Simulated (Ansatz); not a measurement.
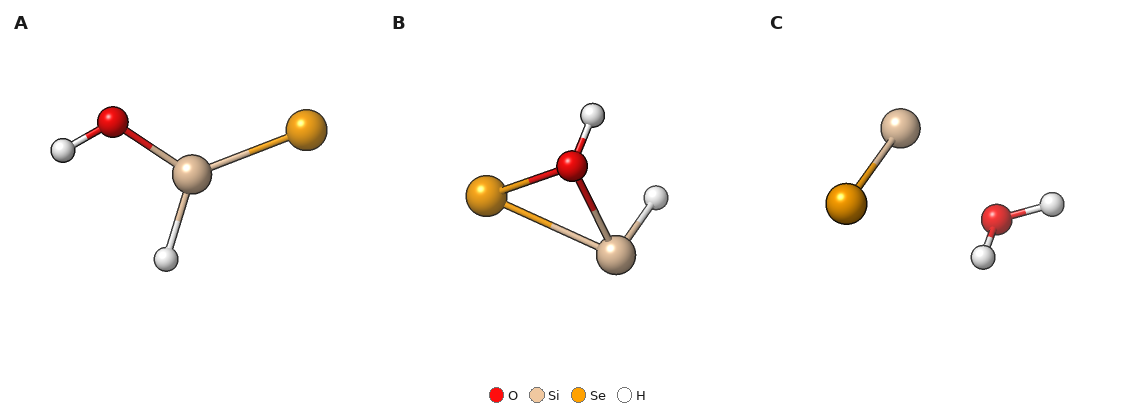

3 stationary structures of one formula. Geometries: PBE0-D4/def2-TZVP. Electronic energies: RHF-CCSD(T) (frozen core)/def2-TZVPP (Ansatz 0.2.0), without zero-point energy. No frequency run is at hand to confirm each as a minimum.

Rank them by energy, lowest first.

Answer. A is lowest (Cs); C lies 120.3 kJ/mol above it (C1), B lies 300.6 kJ/mol above it (C1).
